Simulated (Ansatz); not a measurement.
## Electronic structure of ClGaH2···H2 in real space

Input

```
crystal:
  periodic: [false, false, false]
  atoms:
    - { symbol: Ga, position_ang: [0.0, 0.0, 0.0] }
    - { symbol: H, position_ang: [0.0, 0.0, 1.92] }
    - { symbol: H, position_ang: [1.3596, 0.0, -0.785] }
    - { symbol: H, position_ang: [-1.3596, 0.0, -0.785] }
    - { symbol: Cl, position_ang: [0.1062, -2.4081, 0.8009] }
    - { symbol: H, position_ang: [0.0434, -0.9851, 1.9581] }
basis:
  gaussian: { orbitals: def2-SVP }
hamiltonian:
  xc: b3lyp
  dispersion: d4
relax:
  f_tol: 0.15
  max_steps: 25
  restrain:
    - { distance: [0, 4], at: 2.24, k: 30.0 }
    - { distance: [5, 1], at: 0.66, k: 30.0 }
    - { distance: [0, 1], at: 2.77, k: 30.0 }
    - { distance: [5, 4], at: 2.57, k: 30.0 }
output:
  orbitals: {}
```

Command:

```sh
ansatz run input.yaml --threads 1 --pin off --max-ram 2048MiB --backend cpu --events-out ev --progress --plain --runs-dir out
```

The fields are those of the run's last geometry, not of the input's.

Not at a stationary point (largest force 1.8 eV/Å).

The calculation used RKS B3LYP-D4/def2-SVP (Ansatz).

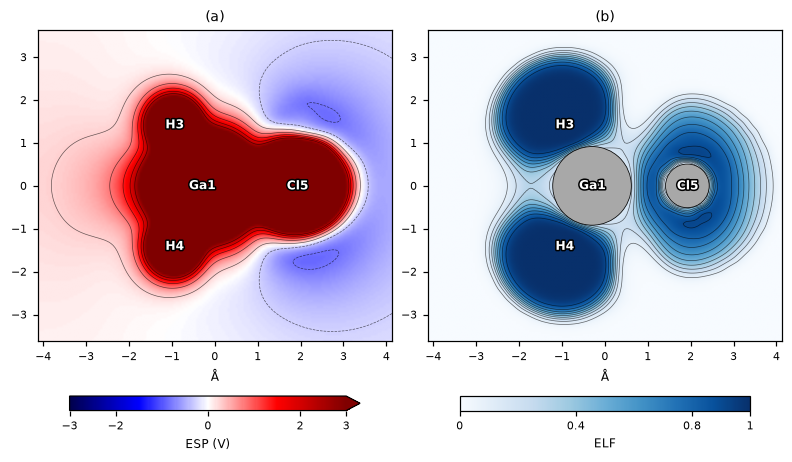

Figure 1. (a) electrostatic potential; (b) electron localisation function on the plane of atoms H4, Ga1 and Cl5. Grey discs cover the atomic cores in the ELF map.

> What does the map show?

Atoms in the plane: Ga, H and Cl.
Ga–Cl (2.22 Å): the ELF peaks at about 0.85 in the valence shell of Cl, 0.9 Å from its nucleus, and is about 0.55 at the midpoint.
Ga–H (1.56 Å): the ELF climbs to about 1 towards the hydrogen.
The ELF also peaks beside Cl5, away from the bonds: lone-pair regions.
Outside the dense part of the complex the potential is most negative (−0.9 V) near Cl5.

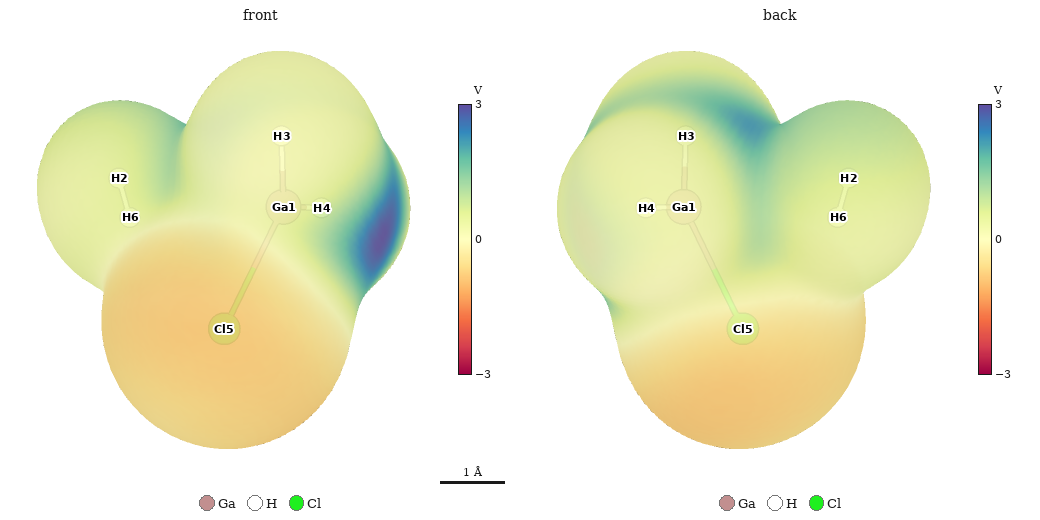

Figure 2. The molecular electrostatic potential painted on the density surface at 0.002 e/bohr³, seen from the front and from behind; red is negative and blue positive.

> Describe the electrostatic potential map.

The most negative region (about −0.8 V) lies over Cl5, the most positive (about +2.9 V) over Ga1.

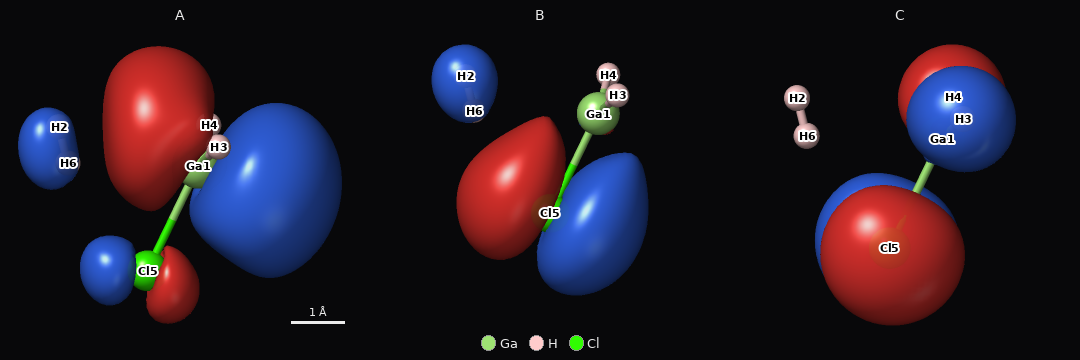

Figure 3. Three frontier orbitals at ±0.08 Å⁻³ᐟ² (blue and red are the two phases), in no order.

> Which picture is the HOMO−1, the HOMO and the LUMO?

B is the HOMO−1 (−8.37 eV). It lies mainly on Cl5 (about 90 %) and Ga1 (about 5 %); largely a lone pair of Cl5. C is the HOMO (−7.93 eV). It lies mainly on Cl5 (about 75 %), Ga1 (about 10 %), H4 (about 10 %) and H3 (about 10 %); largely a lone pair of Cl5. A is the LUMO (−1.78 eV). Its weight (Hirshfeld) is mainly on Ga1 (about 75 %) and Cl5 (about 10 %).

> What is the HOMO–LUMO gap?

6.15 eV between the orbital energies.
